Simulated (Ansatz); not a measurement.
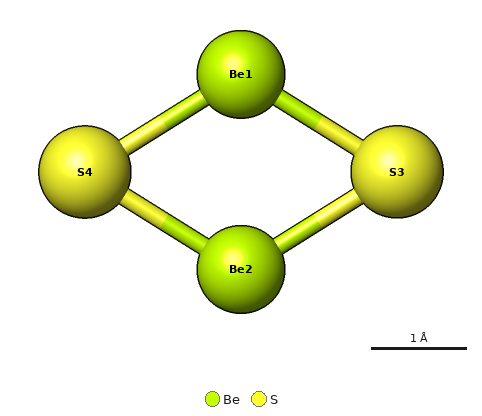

The starting structure (ball-and-stick view, seen on its broad side; atoms are numbered from 1 in the order of the input). Sticks mark near contacts. Bond lengths as drawn: Be–S 1.94 Å.

Molecular dynamics, with input and output: Be2S2 (charge +1)

Be2S2, charge +1, multiplicity 2, computed with UKS revPBE-d3bjatm/def2-SVP (Ansatz 0.2.0).

The geometry comes from this level: PBE0-D4/def2-TZVP. Figures and captions count atoms from 1; the log counts them from 0 in places.

The input
```yaml
crystal:
  periodic: [false, false, false]
  atoms:
    - {symbol: Be, position_ang: [-0.352588, 0.398715, 0.879670]}
    - {symbol: Be, position_ang: [0.354712, -0.397987, -0.879141]}
    - {symbol: S, position_ang: [-0.311046, 1.418998, -0.767849]}
    - {symbol: S, position_ang: [0.308923, -1.419727, 0.767330]}
basis:
  gaussian: {orbitals: def2-SVP}
total_charge: 1
magnetization: {spin_polarized: true, initial_magnetization: 1}
hamiltonian: {xc: {name: revPBE}, dispersion: d3bjatm}
md: {timestep: 0.5 fs, n_steps: 15, ensemble: nve, temperature: 1000, initial_velocities: maxwell_boltzmann, seed: 807}
scf: {omitted_lower_state_checks: [starts]}
```

Hardware: 4 threads of Arm Neoverse V1, 23 GiB of memory available, shared host.

Launch command:
```bash
ansatz run in.yaml --threads 4 --pin off --events-out ev --progress --plain --max-ram 3916MiB
```

The program's output
```
Functional definition: revPBE
  name "revPBE"
  cite "Zhang & Yang, Phys. Rev. Lett. 80, 890 (1998) doi:10.1103/PhysRevLett.80.890"
  cite "Perdew, Burke & Ernzerhof, Phys. Rev. Lett. 77, 3865 (1996) doi:10.1103/PhysRevLett.77.3865"
  parameter kappa = 1.245
  parameter beta = 0.06672455060314922
  exchange = pbe_x(kappa = kappa, mu = beta*pi^2/3)
  correlation = pbe_c(beta = beta)
these checks for a lower state are left out or cut short: starts
678 factors; their error is unknown
mean field evaluation 1: about -22452.5423 eV, gradient 2.3e1 eV
mean field evaluation 2: about -22452.0453 eV, gradient 2.5e1 eV
mean field evaluation 4: about -22455.7992 eV, gradient 7.7e-1 eV
mean field evaluation 8: about -22455.7504 eV, gradient 5.2e-2 eV
mean field -22455.75044657 eV, -825.2336078573 hartree, gradient 2.0e-5 eV, S^2 0.758615; 0 other end points of the search recorded, 0 dependent functions left out
the calculation of the forces begins
reference -22455.75049967 eV, -825.2336098086 hartree; 20, 19 occupied and 34, 35 virtual orbitals, 678 factors
md step     0: t =     0.00 fs  T =  1000.0 K  F+E_penalty+E_count = -22456.07521340 eV  E_kin = 0.258520 eV  conserved = -22455.81669340 eV  (25 SCF iters)
these checks for a lower state are left out or cut short: starts, cluster_reference, orbital_swaps, neighbouring_geometries, increment
678 factors; their error is unknown
mean field evaluation 16: about -22455.7937 eV, gradient 2.4e-1 eV
mean field -22455.74102421 eV, -825.2332615918 hartree, gradient 2.7e-5 eV, S^2 0.758569; 0 other end points of the search recorded, 0 dependent functions left out
[... from here on the field's lines of each further geometry are left out, up to the last ...]
md step     1: t =     0.50 fs  T =   964.4 K  F+E_penalty+E_count = -22456.06600459 eV  E_kin = 0.249316 eV  conserved = -22455.81668848 eV  (28 SCF iters)
md step     2: t =     1.00 fs  T =   924.3 K  F+E_penalty+E_count = -22456.05562918 eV  E_kin = 0.238948 eV  conserved = -22455.81668161 eV  (29 SCF iters)
md step     3: t =     1.50 fs  T =   880.2 K  F+E_penalty+E_count = -22456.04421556 eV  E_kin = 0.227543 eV  conserved = -22455.81667286 eV  (28 SCF iters)
md step     4: t =     2.00 fs  T =   832.7 K  F+E_penalty+E_count = -22456.03192180 eV  E_kin = 0.215260 eV  conserved = -22455.81666186 eV  (28 SCF iters)
md step     5: t =     2.50 fs  T =   782.5 K  F+E_penalty+E_count = -22456.01893584 eV  E_kin = 0.202287 eV  conserved = -22455.81664927 eV  (28 SCF iters)
md step     6: t =     3.00 fs  T =   730.5 K  F+E_penalty+E_count = -22456.00547150 eV  E_kin = 0.188836 eV  conserved = -22455.81663519 eV  (27 SCF iters)
md step     7: t =     3.50 fs  T =   677.5 K  F+E_penalty+E_count = -22455.99176547 eV  E_kin = 0.175146 eV  conserved = -22455.81661973 eV  (28 SCF iters)
md step     8: t =     4.00 fs  T =   624.6 K  F+E_penalty+E_count = -22455.97807282 eV  E_kin = 0.161469 eV  conserved = -22455.81660343 eV  (27 SCF iters)
md step     9: t =     4.50 fs  T =   572.8 K  F+E_penalty+E_count = -22455.96466046 eV  E_kin = 0.148074 eV  conserved = -22455.81658673 eV  (27 SCF iters)
md step    10: t =     5.00 fs  T =   523.1 K  F+E_penalty+E_count = -22455.95180006 eV  E_kin = 0.135230 eV  conserved = -22455.81657012 eV  (27 SCF iters)
md step    11: t =     5.50 fs  T =   476.6 K  F+E_penalty+E_count = -22455.93976015 eV  E_kin = 0.123206 eV  conserved = -22455.81655412 eV  (26 SCF iters)
md step    12: t =     6.00 fs  T =   434.2 K  F+E_penalty+E_count = -22455.92879731 eV  E_kin = 0.112258 eV  conserved = -22455.81653905 eV  (26 SCF iters)
md step    13: t =     6.50 fs  T =   397.0 K  F+E_penalty+E_count = -22455.91914855 eV  E_kin = 0.102622 eV  conserved = -22455.81652607 eV  (26 SCF iters)
md step    14: t =     7.00 fs  T =   365.6 K  F+E_penalty+E_count = -22455.91102097 eV  E_kin = 0.094506 eV  conserved = -22455.81651524 eV  (26 SCF iters)
the calculation of the forces begins
reference -22455.57787186 eV, -825.2272658534 hartree; 20, 19 occupied and 34, 35 virtual orbitals, 678 factors
these checks for a lower state are left out or cut short: starts
678 factors; their error is unknown
mean field -22455.57781818 eV, -825.2272638808 hartree, gradient 2.2e-5 eV, S^2 0.757971; 0 other end points of the search recorded, 0 dependent functions left out
the calculation of the forces begins
reference -22455.57787186 eV, -825.2272658534 hartree; 20, 19 occupied and 34, 35 virtual orbitals, 678 factors
md step    15: t =     7.50 fs  T =   340.7 K  F+E_penalty+E_count = -22455.90458529 eV  E_kin = 0.088078 eV  conserved = -22455.81650684 eV  (14 SCF iters)
```

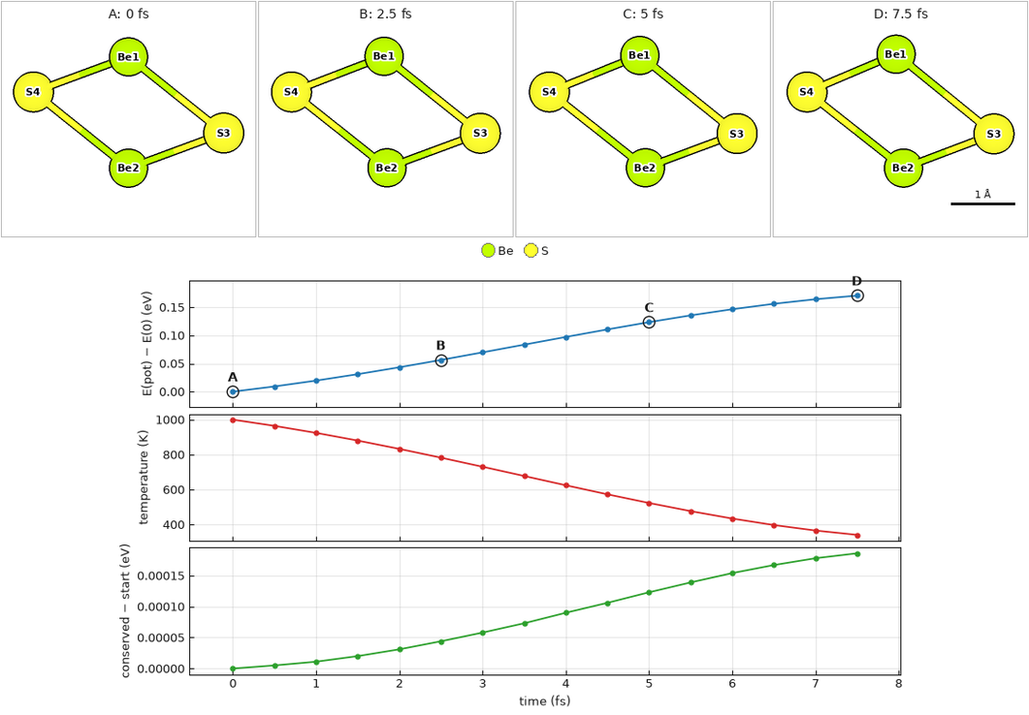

Frames of the molecular dynamics (ball-and-stick, seen at a tilt) above the curves, on which the letters mark them. The trajectory kept here has 16 frames over 7.5 fs. The temperature starts at 1000 K, ranges from 341 to 1000 K and averages 467 K over the second half. The potential energy ends 0.171 eV above its first value. The conserved quantity stays within 0.00019 eV. After an unweighted best fit of the last frame on the first, the root-mean-square displacement is 0.05 Å.

```
Total energy: -22455.90463897 eV, -825.2392743234 hartree
Atom 0 at    -0.366896     0.321258     0.927395 Å, force    -0.721925     1.901314     0.140301 eV/Å
Atom 1 at     0.321386    -0.367874    -0.908091 Å, force     0.507996    -1.170616    -0.485592 eV/Å
Atom 2 at    -0.294970     1.396256    -0.766850 Å, force    -0.561574     1.627356     0.013602 eV/Å
Atom 3 at     0.306237    -1.383677     0.761054 Å, force     0.775503    -2.358054     0.331690 eV/Å
Dipole moment:    -0.040691    -0.001695     0.001671 e Å
Checks for a lower state left out: starts
```

Trajectory as extended XYZ (Å, eV, eV/Å), 16 frames, from step=0 to step=15
```
4
Properties=species:S:1:pos:R:3:forces:R:3 step=0 time_fs=0.0 energy=-22456.07521 temperature=1000.0
Be   -0.3526    0.3987    0.8797   -0.3023   0.3405   0.7514
Be    0.3547   -0.3980   -0.8791    0.3020  -0.3402  -0.7517
S    -0.3110    1.4190   -0.7678   -0.2041   0.9351  -0.5057
S     0.3089   -1.4197    0.7673    0.2044  -0.9355   0.5060
4
Properties=species:S:1:pos:R:3:forces:R:3 step=1 time_fs=0.5 energy=-22456.06601 temperature=964.4
Be   -0.3526    0.3917    0.8818   -0.3417   0.4698   0.7278
Be    0.3517   -0.3947   -0.8797    0.3315  -0.4143  -0.7654
S    -0.3098    1.4168   -0.7676   -0.2350   0.9973  -0.4687
S     0.3085   -1.4165    0.7667    0.2453  -1.0528   0.5063
4
Properties=species:S:1:pos:R:3:forces:R:3 step=2 time_fs=1.0 energy=-22456.05563 temperature=924.3
Be   -0.3527    0.3847    0.8841   -0.3810   0.6002   0.7012
Be    0.3488   -0.3914   -0.8804    0.3594  -0.4881  -0.7745
S    -0.3085    1.4147   -0.7674   -0.2658   1.0590  -0.4310
S     0.3081   -1.4134    0.7660    0.2874  -1.1711   0.5042
4
Properties=species:S:1:pos:R:3:forces:R:3 step=3 time_fs=1.5 energy=-22456.04422 temperature=880.2
Be   -0.3529    0.3780    0.8865   -0.4200   0.7310   0.6717
Be    0.3459   -0.3883   -0.8814    0.3856  -0.5612  -0.7788
S    -0.3073    1.4127   -0.7673   -0.2962   1.1198  -0.3928
S     0.3078   -1.4103    0.7654    0.3306  -1.2895   0.4999
4
Properties=species:S:1:pos:R:3:forces:R:3 step=4 time_fs=2.0 energy=-22456.03192 temperature=832.7
Be   -0.3533    0.3714    0.8892   -0.4582   0.8609   0.6394
Be    0.3432   -0.3854   -0.8825    0.4100  -0.6330  -0.7784
S    -0.3061    1.4108   -0.7671   -0.3261   1.1794  -0.3545
S     0.3074   -1.4074    0.7649    0.3743  -1.4074   0.4935
4
Properties=species:S:1:pos:R:3:forces:R:3 step=5 time_fs=2.5 energy=-22456.01894 temperature=782.5
Be   -0.3537    0.3651    0.8920   -0.4955   0.9891   0.6045
Be    0.3406   -0.3826   -0.8839    0.4323  -0.7028  -0.7733
S    -0.3049    1.4089   -0.7670   -0.3553   1.2374  -0.3163
S     0.3071   -1.4045    0.7644    0.4184  -1.5237   0.4850
4
Properties=species:S:1:pos:R:3:forces:R:3 step=6 time_fs=3.0 energy=-22456.00547 temperature=730.5
Be   -0.3543    0.3590    0.8950   -0.5313   1.1142   0.5670
Be    0.3381   -0.3800   -0.8855    0.4523  -0.7702  -0.7633
S    -0.3038    1.4072   -0.7670   -0.3835   1.2934  -0.2784
S     0.3068   -1.4018    0.7639    0.4624  -1.6374   0.4747
4
Properties=species:S:1:pos:R:3:forces:R:3 step=7 time_fs=3.5 energy=-22455.99176 temperature=677.5
Be   -0.3550    0.3532    0.8982   -0.5653   1.2350   0.5272
Be    0.3357   -0.3777   -0.8872    0.4699  -0.8345  -0.7487
S    -0.3027    1.4055   -0.7669   -0.4105   1.3470  -0.2412
S     0.3066   -1.3992    0.7634    0.5059  -1.7475   0.4627
4
Properties=species:S:1:pos:R:3:forces:R:3 step=8 time_fs=4.0 energy=-22455.97807 temperature=624.6
Be   -0.3559    0.3478    0.9015   -0.5971   1.3503   0.4852
Be    0.3334   -0.3755   -0.8892    0.4849  -0.8951  -0.7295
S    -0.3016    1.4040   -0.7669   -0.4362   1.3975  -0.2048
S     0.3064   -1.3967    0.7630    0.5484  -1.8528   0.4491
4
Properties=species:S:1:pos:R:3:forces:R:3 step=9 time_fs=4.5 energy=-22455.96466 temperature=572.8
Be   -0.3569    0.3427    0.9049   -0.6263   1.4588   0.4411
Be    0.3313   -0.3736   -0.8914    0.4972  -0.9514  -0.7059
S    -0.3005    1.4025   -0.7668   -0.4603   1.4446  -0.1695
S     0.3062   -1.3944    0.7627    0.5894  -1.9521   0.4343
4
Properties=species:S:1:pos:R:3:forces:R:3 step=10 time_fs=5.0 energy=-22455.95180 temperature=523.1
Be   -0.3581    0.3380    0.9084   -0.6523   1.5593   0.3950
Be    0.3293   -0.3719   -0.8937    0.5066  -1.0029  -0.6781
S    -0.2995    1.4012   -0.7668   -0.4827   1.4878  -0.1353
S     0.3061   -1.3922    0.7623    0.6284  -2.0441   0.4184
4
Properties=species:S:1:pos:R:3:forces:R:3 step=11 time_fs=5.5 energy=-22455.93976 temperature=476.6
Be   -0.3595    0.3337    0.9120   -0.6748   1.6504   0.3471
Be    0.3274   -0.3705   -0.8963    0.5130  -1.0490  -0.6463
S    -0.2985    1.4000   -0.7668   -0.5030   1.5264  -0.1024
S     0.3060   -1.3902    0.7620    0.6648  -2.1278   0.4016
4
Properties=species:S:1:pos:R:3:forces:R:3 step=12 time_fs=6.0 energy=-22455.92880 temperature=434.2
Be   -0.3611    0.3299    0.9158   -0.6934   1.7312   0.2976
Be    0.3257   -0.3694   -0.8990    0.5164  -1.0893  -0.6109
S    -0.2976    1.3989   -0.7668   -0.5212   1.5601  -0.0710
S     0.3060   -1.3883    0.7617    0.6982  -2.2020   0.3843
4
Properties=species:S:1:pos:R:3:forces:R:3 step=13 time_fs=6.5 energy=-22455.91915 temperature=397.0
Be   -0.3628    0.3265    0.9196   -0.7076   1.8005   0.2465
Be    0.3241   -0.3686   -0.9019    0.5167  -1.1232  -0.5721
S    -0.2967    1.3979   -0.7668   -0.5372   1.5885  -0.0411
S     0.3060   -1.3866    0.7615    0.7281  -2.2657   0.3667
4
Properties=species:S:1:pos:R:3:forces:R:3 step=14 time_fs=7.0 energy=-22455.91102 temperature=365.6
Be   -0.3648    0.3236    0.9235   -0.7172   1.8574   0.1940
Be    0.3227   -0.3681   -0.9049    0.5139  -1.1504  -0.5302
S    -0.2958    1.3970   -0.7668   -0.5506   1.6110  -0.0129
S     0.3061   -1.3850    0.7613    0.7540  -2.3180   0.3491
4
Properties=species:S:1:pos:R:3:forces:R:3 step=15 time_fs=7.5 energy=-22455.90459 temperature=340.7
Be   -0.3669    0.3213    0.9274   -0.7219   1.9013   0.1403
Be    0.3214   -0.3679   -0.9081    0.5080  -1.1706  -0.4856
S    -0.2950    1.3963   -0.7669   -0.5616   1.6274   0.0136
S     0.3062   -1.3837    0.7611    0.7755  -2.3581   0.3317
```

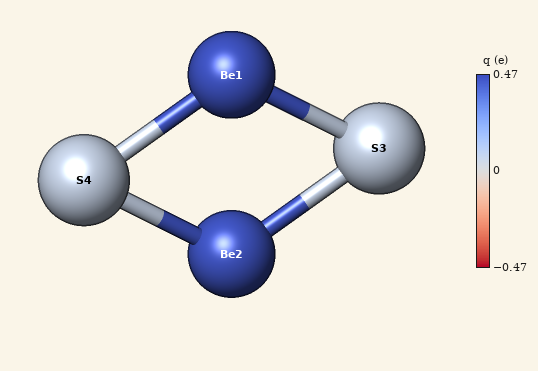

Mulliken charges, as the colour of each atom (ball-and-stick view, seen at a tilt; atoms are numbered from 1 in the order of the input). By element: Be +0.44 to +0.45 and S +0.06 e.

Summary

| quantity | value |
| --- | --- |
| outcome | finished |
| mean temperature over the second half | 467 K |
| trajectory | 15 steps, 7.5 fs |
| ensemble | nve |
| temperature in the input | 1000 K |
| time step | 0.5 fs |
| potential energy (last step) | −22455.9046 eV |
| mean-field energy (last step) | −22455.5779 eV |
| dispersion energy (last step) | −0.3268 eV |
| ⟨S²⟩ (last step) | 0.758 |
| SCF solution under orbital rotations (last step) | stable |
| largest force (length of the vector) (last step) | 2.504 eV/Å |
| wall time | 9 s (CPU time 32 s) |
| peak memory | 0.26 GiB |

Notes

So short a trajectory is not equilibrated.
